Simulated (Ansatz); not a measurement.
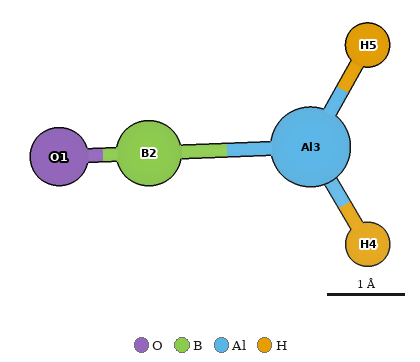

Figure 1. The structure as given in the input (ball-and-stick view, seen at a tilt; atoms are numbered from 1 in the order of the input). Sticks mark near contacts.

Molecular dynamics, with input and output: AlBH2O

System: AlBH2O.
Method: RHF/def2-SVP (Ansatz 0.2.0).

One setting was made poor on purpose. It belongs to a series of runs on one base structure; here: dynamics from the start. Figures and captions count atoms from 1; the log counts them from 0 in places.

### Input file
```yaml
crystal:
  periodic: [false, false, false]
  atoms:
    - { symbol: O, position_ang: [0.451854, -1.289243, 2.13675] }
    - { symbol: B, position_ang: [0.239784, -0.686348, 1.13686] }
    - { symbol: Al, position_ang: [-0.141084, 0.402188, -0.666726] }
    - { symbol: H, position_ang: [-1.111433, -0.22187, -1.736221] }
    - { symbol: H, position_ang: [0.560879, 1.795273, -0.870662] }
basis:
  gaussian: { orbitals: def2-SVP }
hamiltonian:
  xc: hf
md:
  timestep: 2.5
  n_steps: 40
  ensemble: nvt_langevin
  temperature: 300.0
  initial_velocities: maxwell_boltzmann
  seed: 116902
  friction: 0.01
scf:
  lower_state_search: "off"
```

Launch command:
```bash
ansatz run input.yaml --threads 1 --pin off --max-ram 2048MiB --backend cpu --events-out ev --progress --plain --runs-dir out
```

### Output
```
Engine: ansatz 0.2.0, x86_64-unknown-linux-gnu
Functional definition: HF
  exchange = exact_x
  correlation = 0
these checks for a lower state are left out or cut short: stability, starts, cluster_reference, orbital_swaps, neighbouring_geometries, increment
581 factors; integrals over basis functions are off by at most 3.8e-4 eV
mean field evaluation 1: about -9315.8903 eV, gradient 4.2e1 eV
mean field evaluation 2: about -9315.8935 eV, gradient 4.2e1 eV
mean field evaluation 4: about -9320.0473 eV, gradient 2.6e0 eV
mean field evaluation 8: about -9320.0848 eV, gradient 6.4e-5 eV
mean field -9320.08478709 eV, -342.5067985451 hartree, gradient 2.5e-6 eV, S^2 0.000000; 0 other end points of the search recorded, 0 dependent functions left out
the calculation of the forces begins
reference -9320.08478709 eV, -342.5067985451 hartree; 14, 14 occupied and 42, 42 virtual orbitals, 581 factors
md step     0: t =     0.00 fs  T =   240.0 K  F+E_penalty+E_count = -9320.08478709 eV  E_kin = 0.155112 eV  (18 SCF iters)
these checks for a lower state are left out or cut short: stability, starts, cluster_reference, orbital_swaps, neighbouring_geometries, increment
581 factors; integrals over basis functions are off by at most 3.5e-4 eV
mean field evaluation 16: about -9320.0242 eV, gradient 4.8e-5 eV
mean field -9320.02418414 eV, -342.5045714280 hartree, gradient 1.4e-6 eV, S^2 0.000000; 0 other end points of the search recorded, 0 dependent functions left out
[... from here on the field's lines of each further geometry are left out, up to the last ...]
md step     1: t =     2.50 fs  T =   159.7 K  F+E_penalty+E_count = -9320.02418414 eV  E_kin = 0.103187 eV  (20 SCF iters)
md step     2: t =     5.00 fs  T =   149.0 K  F+E_penalty+E_count = -9320.02607179 eV  E_kin = 0.096317 eV  (20 SCF iters)
md step     3: t =     7.50 fs  T =   187.3 K  F+E_penalty+E_count = -9320.05124530 eV  E_kin = 0.121084 eV  (20 SCF iters)
md step     4: t =    10.00 fs  T =   108.2 K  F+E_penalty+E_count = -9319.99144807 eV  E_kin = 0.069956 eV  (20 SCF iters)
md step     5: t =    12.50 fs  T =   109.9 K  F+E_penalty+E_count = -9319.98528101 eV  E_kin = 0.071056 eV  (20 SCF iters)
md step     6: t =    15.00 fs  T =   202.0 K  F+E_penalty+E_count = -9320.02558967 eV  E_kin = 0.130532 eV  (20 SCF iters)
md step     7: t =    17.50 fs  T =   142.0 K  F+E_penalty+E_count = -9319.97142277 eV  E_kin = 0.091805 eV  (20 SCF iters)
md step     8: t =    20.00 fs  T =   120.0 K  F+E_penalty+E_count = -9319.95054125 eV  E_kin = 0.077528 eV  (19 SCF iters)
md step     9: t =    22.50 fs  T =   204.5 K  F+E_penalty+E_count = -9320.02057794 eV  E_kin = 0.132159 eV  (20 SCF iters)
md step    10: t =    25.00 fs  T =   161.3 K  F+E_penalty+E_count = -9319.97282826 eV  E_kin = 0.104230 eV  (20 SCF iters)
md step    11: t =    27.50 fs  T =   152.4 K  F+E_penalty+E_count = -9319.95273376 eV  E_kin = 0.098505 eV  (21 SCF iters)
md step    12: t =    30.00 fs  T =   248.6 K  F+E_penalty+E_count = -9320.01637446 eV  E_kin = 0.160646 eV  (21 SCF iters)
md step    13: t =    32.50 fs  T =   192.8 K  F+E_penalty+E_count = -9320.00717104 eV  E_kin = 0.124633 eV  (20 SCF iters)
md step    14: t =    35.00 fs  T =   214.0 K  F+E_penalty+E_count = -9319.96818698 eV  E_kin = 0.138337 eV  (21 SCF iters)
md step    15: t =    37.50 fs  T =   283.5 K  F+E_penalty+E_count = -9319.98839852 eV  E_kin = 0.183238 eV  (21 SCF iters)
md step    16: t =    40.00 fs  T =   242.7 K  F+E_penalty+E_count = -9319.94249059 eV  E_kin = 0.156827 eV  (19 SCF iters)
md step    17: t =    42.50 fs  T =   195.6 K  F+E_penalty+E_count = -9319.89962877 eV  E_kin = 0.126385 eV  (20 SCF iters)
md step    18: t =    45.00 fs  T =   224.2 K  F+E_penalty+E_count = -9319.94042516 eV  E_kin = 0.144917 eV  (20 SCF iters)
md step    19: t =    47.50 fs  T =   255.1 K  F+E_penalty+E_count = -9319.92793278 eV  E_kin = 0.164893 eV  (20 SCF iters)
md step    20: t =    50.00 fs  T =   246.6 K  F+E_penalty+E_count = -9319.90349224 eV  E_kin = 0.159382 eV  (20 SCF iters)
md step    21: t =    52.50 fs  T =   354.6 K  F+E_penalty+E_count = -9319.99944879 eV  E_kin = 0.229190 eV  (20 SCF iters)
md step    22: t =    55.00 fs  T =   287.3 K  F+E_penalty+E_count = -9319.99117353 eV  E_kin = 0.185709 eV  (20 SCF iters)
md step    23: t =    57.50 fs  T =   260.6 K  F+E_penalty+E_count = -9319.96136616 eV  E_kin = 0.168422 eV  (21 SCF iters)
md step    24: t =    60.00 fs  T =   303.1 K  F+E_penalty+E_count = -9320.03171239 eV  E_kin = 0.195864 eV  (21 SCF iters)
md step    25: t =    62.50 fs  T =   311.1 K  F+E_penalty+E_count = -9320.06695773 eV  E_kin = 0.201077 eV  (19 SCF iters)
md step    26: t =    65.00 fs  T =   273.6 K  F+E_penalty+E_count = -9320.00118436 eV  E_kin = 0.176829 eV  (20 SCF iters)
md step    27: t =    67.50 fs  T =   274.2 K  F+E_penalty+E_count = -9320.03393576 eV  E_kin = 0.177201 eV  (21 SCF iters)
md step    28: t =    70.00 fs  T =   273.5 K  F+E_penalty+E_count = -9320.04247479 eV  E_kin = 0.176761 eV  (20 SCF iters)
md step    29: t =    72.50 fs  T =   179.8 K  F+E_penalty+E_count = -9319.98619830 eV  E_kin = 0.116198 eV  (21 SCF iters)
md step    30: t =    75.00 fs  T =   209.0 K  F+E_penalty+E_count = -9319.99124771 eV  E_kin = 0.135086 eV  (21 SCF iters)
md step    31: t =    77.50 fs  T =   291.4 K  F+E_penalty+E_count = -9320.00518181 eV  E_kin = 0.188331 eV  (20 SCF iters)
md step    32: t =    80.00 fs  T =   213.8 K  F+E_penalty+E_count = -9319.93497624 eV  E_kin = 0.138188 eV  (20 SCF iters)
md step    33: t =    82.50 fs  T =   258.3 K  F+E_penalty+E_count = -9319.96693270 eV  E_kin = 0.166941 eV  (21 SCF iters)
md step    34: t =    85.00 fs  T =   318.1 K  F+E_penalty+E_count = -9319.99381079 eV  E_kin = 0.205611 eV  (20 SCF iters)
md step    35: t =    87.50 fs  T =   231.9 K  F+E_penalty+E_count = -9319.92818038 eV  E_kin = 0.149872 eV  (20 SCF iters)
md step    36: t =    90.00 fs  T =   318.9 K  F+E_penalty+E_count = -9319.97300499 eV  E_kin = 0.206076 eV  (21 SCF iters)
md step    37: t =    92.50 fs  T =   347.6 K  F+E_penalty+E_count = -9320.01667964 eV  E_kin = 0.224656 eV  (20 SCF iters)
md step    38: t =    95.00 fs  T =   257.1 K  F+E_penalty+E_count = -9319.94054618 eV  E_kin = 0.166144 eV  (20 SCF iters)
the calculation of the forces begins
reference -9319.94532133 eV, -342.5016732730 hartree; 14, 14 occupied and 42, 42 virtual orbitals, 581 factors
md step    39: t =    97.50 fs  T =   315.0 K  F+E_penalty+E_count = -9319.94532133 eV  E_kin = 0.203598 eV  (21 SCF iters)
these checks for a lower state are left out or cut short: stability, starts, cluster_reference, orbital_swaps, neighbouring_geometries, increment
581 factors; integrals over basis functions are off by at most 3.6e-4 eV
mean field evaluation 288: about -9319.9578 eV, gradient 1.8e-5 eV
mean field -9319.95783919 eV, -342.5021332959 hartree, gradient 2.0e-6 eV, S^2 0.000000; 0 other end points of the search recorded, 0 dependent functions left out
the calculation of the forces begins
reference -9319.95783919 eV, -342.5021332959 hartree; 14, 14 occupied and 42, 42 virtual orbitals, 581 factors
md step    40: t =   100.00 fs  T =   282.8 K  F+E_penalty+E_count = -9319.95783919 eV  E_kin = 0.182743 eV  (20 SCF iters)
```

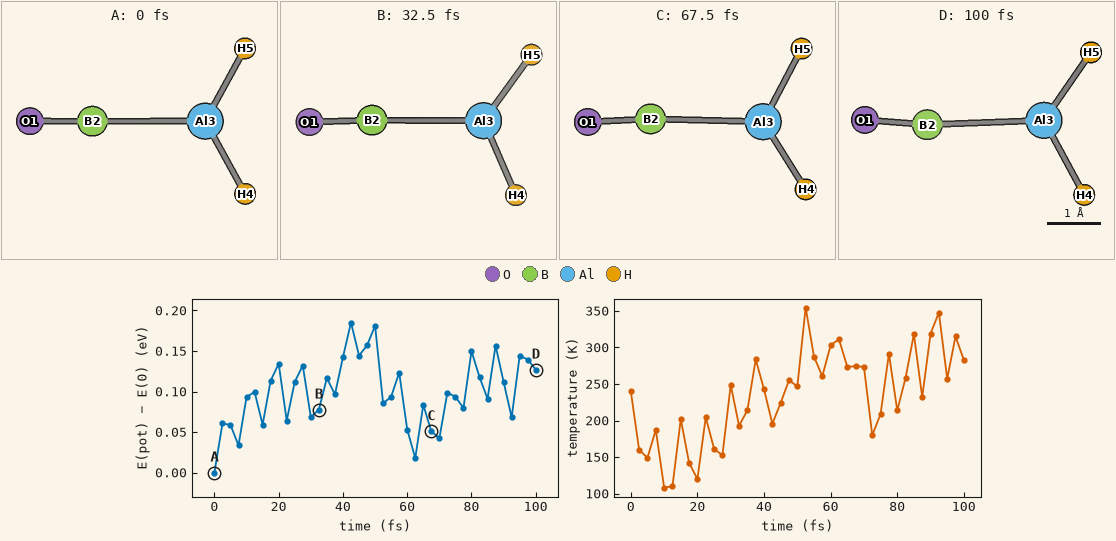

Figure 2. Frames of the molecular dynamics (ball-and-stick, seen on its broad side) above the curves, on which the letters mark them. The trajectory kept here has 41 frames over 100 fs. The temperature starts at 240 K, ranges from 108 to 355 K and averages 277 K over the second half. The potential energy ends 0.127 eV above its first value. After an unweighted best fit of the last frame on the first, the root-mean-square displacement is 0.11 Å.

```
Total energy: -9319.95783919 eV, -342.5021332959 hartree
Atom 0 at     0.576524    -1.297843     2.118379 Å, force    -0.619712     0.646853    -0.615946 eV/Å
Atom 1 at     0.086538    -0.687773     1.212811 Å, force     0.649778    -0.313187    -0.222018 eV/Å
Atom 2 at    -0.566483     0.174013    -0.722800 Å, force    -0.662115    -0.350075     0.312742 eV/Å
Atom 3 at    -2.145784     0.138026    -1.022076 Å, force     0.429794     0.044861     0.202492 eV/Å
Atom 4 at     0.361731     0.672848    -1.897672 Å, force     0.202255    -0.028452     0.322731 eV/Å
Dipole moment:    -0.208052     0.408994    -0.557677 e Å
Checks for a lower state left out: stability, starts, cluster_reference, orbital_swaps, neighbouring_geometries, increment
```

### Trajectory as extended XYZ (Å, eV, eV/Å), 18 of the 41 frames kept, from step=0 to step=40
```
5
Properties=species:S:1:pos:R:3:forces:R:3 step=0 time_fs=0.0 energy=-9320.08479 temperature=240.0
O     0.4519   -1.2892    2.1368   -0.0015   0.0011  -0.0027
B     0.2398   -0.6863    1.1369   -0.0013   0.0075  -0.0116
Al   -0.1411    0.4022   -0.6667   -0.0005   0.0035  -0.0045
H    -1.1114   -0.2219   -1.7362    0.0081   0.0016   0.0128
H     0.5609    1.7953   -0.8707   -0.0047  -0.0137   0.0060
5
Properties=species:S:1:pos:R:3:forces:R:3 step=2 time_fs=5.0 energy=-9320.02607 temperature=149.0
O     0.4446   -1.2848    2.1558   -0.1823   1.0414  -1.7960
B     0.2772   -0.6843    1.1210    0.0344  -1.0909   1.7871
Al   -0.1606    0.3997   -0.6774    0.4630  -0.2046   0.6020
H    -1.1107   -0.1917   -1.7177   -0.4831  -0.2535  -0.4541
H     0.5989    1.7302   -0.8358    0.1680   0.5076  -0.1390
5
Properties=species:S:1:pos:R:3:forces:R:3 step=5 time_fs=12.5 energy=-9319.98528 temperature=109.9
O     0.4256   -1.2713    2.1556    0.3285  -0.4754   0.8197
B     0.3374   -0.6988    1.1299   -0.6989   0.5893  -1.1002
Al   -0.1841    0.3945   -0.6749    0.2553  -0.2352  -0.3279
H    -1.2169   -0.2559   -1.7709    0.5263   0.4338   0.6783
H     0.6372    1.7608   -0.8611   -0.4112  -0.3125  -0.0700
5
Properties=species:S:1:pos:R:3:forces:R:3 step=7 time_fs=17.5 energy=-9319.97142 temperature=142.0
O     0.4168   -1.2637    2.1690    0.2174   0.8053  -1.6490
B     0.3623   -0.7007    1.1048   -0.5439  -0.7486   1.6004
Al   -0.1967    0.3875   -0.6693    0.9960  -0.0772   0.6441
H    -1.1639   -0.1931   -1.6722   -0.7944  -0.4469  -0.5699
H     0.5552    1.7097   -0.9423    0.1249   0.4674  -0.0256
5
Properties=species:S:1:pos:R:3:forces:R:3 step=9 time_fs=22.5 energy=-9320.02058 temperature=204.5
O     0.4179   -1.2519    2.1625    0.2823   0.1188  -0.4645
B     0.3699   -0.7169    1.0997   -0.5488   0.0076   0.4081
Al   -0.2034    0.3776   -0.6615    0.3548  -0.0358  -0.2172
H    -1.2710   -0.1920   -1.6587   -0.1318  -0.1471   0.1077
H     0.4937    1.7365   -1.0331    0.0434   0.0566   0.1659
5
Properties=species:S:1:pos:R:3:forces:R:3 step=12 time_fs=30.0 energy=-9320.01637 temperature=248.6
O     0.4386   -1.2374    2.1615    0.1860  -0.0553  -0.2591
B     0.3471   -0.7341    1.0891   -0.1932   0.1817   0.3474
Al   -0.2096    0.3591   -0.6566   -0.4228   0.0856  -0.6205
H    -1.4263   -0.2483   -1.5221    0.4156   0.1371   0.2910
H     0.4107    1.7632   -1.0950    0.0143  -0.3492   0.2412
5
Properties=species:S:1:pos:R:3:forces:R:3 step=14 time_fs=35.0 energy=-9319.96819 temperature=214.0
O     0.4535   -1.2311    2.1586   -0.0230   0.3039  -1.0772
B     0.3175   -0.7317    1.0788    0.2731  -0.2594   1.3864
Al   -0.2193    0.3476   -0.6604   -0.1074  -0.2701   0.3427
H    -1.4456   -0.2539   -1.3361   -0.6383  -0.3334  -0.5371
H     0.3472    1.6898   -1.1210    0.4956   0.5590  -0.1148
5
Properties=species:S:1:pos:R:3:forces:R:3 step=16 time_fs=40.0 energy=-9319.94249 temperature=242.7
O     0.4712   -1.2252    2.1432    0.1222  -0.4886   0.6209
B     0.2817   -0.7303    1.0897    0.3007   0.5651  -0.3082
Al   -0.2325    0.3360   -0.6574   -1.1133   0.0848  -0.5048
H    -1.6081   -0.3130   -1.2381    0.6343   0.3558  -0.0391
H     0.3534    1.7174   -1.2213    0.0561  -0.5171   0.2311
5
Properties=species:S:1:pos:R:3:forces:R:3 step=19 time_fs=47.5 energy=-9319.92793 temperature=255.1
O     0.5000   -1.2371    2.1297   -0.1107  -0.1229  -0.0781
B     0.2389   -0.7202    1.0932    0.7335   0.0432   0.6819
Al   -0.2664    0.3147   -0.6503   -0.2282   0.0187   0.1655
H    -1.5975   -0.2799   -1.0974   -0.7436  -0.1621  -0.6576
H     0.3957    1.5642   -1.2731    0.3491   0.2231  -0.1117
5
Properties=species:S:1:pos:R:3:forces:R:3 step=21 time_fs=52.5 energy=-9319.99945 temperature=354.6
O     0.5191   -1.2456    2.1225   -0.0739  -0.1276   0.0429
B     0.2266   -0.7163    1.1022    0.5928   0.0082   0.4974
Al   -0.2994    0.2942   -0.6522   -0.3764   0.1062  -0.1291
H    -1.6809   -0.2407   -1.1204   -0.2967   0.0245  -0.4142
H     0.4683    1.4850   -1.3162    0.1543  -0.0114   0.0030
5
Properties=species:S:1:pos:R:3:forces:R:3 step=24 time_fs=60.0 energy=-9320.03171 temperature=303.1
O     0.5291   -1.2548    2.1257    0.2480  -0.4604   0.8194
B     0.2310   -0.7070    1.1272   -0.0784   0.3768  -0.5668
Al   -0.3506    0.2646   -0.6542   -0.7010   0.2494  -0.8778
H    -1.8044   -0.1565   -1.2713    0.7159   0.2012   0.3005
H     0.5441    1.3739   -1.3958   -0.1844  -0.3669   0.3246
5
Properties=species:S:1:pos:R:3:forces:R:3 step=26 time_fs=65.0 energy=-9320.00118 temperature=273.6
O     0.5322   -1.2681    2.1394   -0.1865   0.5624  -0.9144
B     0.2366   -0.6939    1.1314    0.1411  -0.6662   1.1082
Al   -0.3911    0.2522   -0.6631    1.1983   0.2608   0.3157
H    -1.6989   -0.0663   -1.2979   -1.3901  -0.3843  -0.4763
H     0.5816    1.2301   -1.3835    0.2372   0.2273  -0.0331
5
Properties=species:S:1:pos:R:3:forces:R:3 step=28 time_fs=70.0 energy=-9320.04248 temperature=273.5
O     0.5296   -1.2732    2.1373    0.2690  -0.1473   0.4218
B     0.2401   -0.6871    1.1524   -0.6020   0.1330  -0.5509
Al   -0.4274    0.2431   -0.6751    0.2194  -0.0603  -0.1928
H    -1.8357   -0.0473   -1.3681    0.2691   0.0384   0.3239
H     0.6664    1.1487   -1.3690   -0.1554   0.0361  -0.0018
5
Properties=species:S:1:pos:R:3:forces:R:3 step=31 time_fs=77.5 energy=-9320.00518 temperature=291.4
O     0.5324   -1.2952    2.1369   -0.2013   0.8718  -1.0628
B     0.2197   -0.6675    1.1620   -0.2425  -0.8766   0.7455
Al   -0.4760    0.2318   -0.7013    0.4964  -0.2512   0.6153
H    -1.9105   -0.0133   -1.2808   -0.0356   0.0174   0.0361
H     0.6814    1.0402   -1.3595   -0.0169   0.2387  -0.3340
5
Properties=species:S:1:pos:R:3:forces:R:3 step=33 time_fs=82.5 energy=-9319.96693 temperature=258.3
O     0.5378   -1.3091    2.1308   -0.3685   1.0355  -1.1825
B     0.1907   -0.6625    1.1767   -0.0234  -0.9679   0.6720
Al   -0.5022    0.2237   -0.7190    1.3598  -0.1390   1.1840
H    -1.9309    0.0185   -1.1713   -0.8711  -0.0771  -0.3542
H     0.6716    0.9840   -1.4183   -0.0968   0.1485  -0.3192
5
Properties=species:S:1:pos:R:3:forces:R:3 step=35 time_fs=87.5 energy=-9319.92818 temperature=231.9
O     0.5401   -1.3068    2.1150    0.4629  -0.5812   1.2235
B     0.1603   -0.6705    1.2040   -0.8020   0.7944  -2.0380
Al   -0.5164    0.2104   -0.7282   -0.5778  -0.2846   0.5735
H    -2.1222    0.0342   -1.1539    1.2576   0.1705   0.2463
H     0.6331    0.9345   -1.5519   -0.3408  -0.0992  -0.0053
5
Properties=species:S:1:pos:R:3:forces:R:3 step=38 time_fs=95.0 energy=-9319.94055 temperature=257.1
O     0.5639   -1.3078    2.1234   -1.1036   1.5002  -1.7991
B     0.1032   -0.6692    1.2002    1.0631  -1.2815   1.0886
Al   -0.5520    0.1859   -0.7285    1.1159  -0.1381   0.8291
H    -2.0131    0.1109   -1.0589   -1.2437  -0.0739  -0.2244
H     0.4608    0.7986   -1.7585    0.1683  -0.0067   0.1058
5
Properties=species:S:1:pos:R:3:forces:R:3 step=40 time_fs=100.0 energy=-9319.95784 temperature=282.8
O     0.5765   -1.2978    2.1184   -0.6197   0.6469  -0.6159
B     0.0865   -0.6878    1.2128    0.6498  -0.3132  -0.2220
Al   -0.5665    0.1740   -0.7228   -0.6621  -0.3501   0.3127
H    -2.1458    0.1380   -1.0221    0.4298   0.0449   0.2025
H     0.3617    0.6728   -1.8977    0.2023  -0.0285   0.3227
```

### Summary

| quantity | value |
| --- | --- |
| outcome | finished |
| mean temperature over the second half | 277 K |
| trajectory | 40 steps, 100 fs |
| ensemble | nvt_langevin |
| temperature in the input | 300.0 K |
| time step | 2.5 fs |
| potential energy (last step) | −9319.9578 eV |
| mean-field energy (last step) | −9319.9578 eV |
| largest force (length of the vector) (last step) | 1.087 eV/Å |
| hardware | 1 thread of Intel Xeon @ 2.50GHz (Skylake/Cascade Lake), 16 GiB of memory available, shared host |
| wall time | 25 s |
| peak memory | 0.1 GiB |

### Notes

A deliberately poor setting: time step. So short a trajectory is not equilibrated. The logged temperature at the start can lie below the typed one, since it is counted over all degrees of freedom.
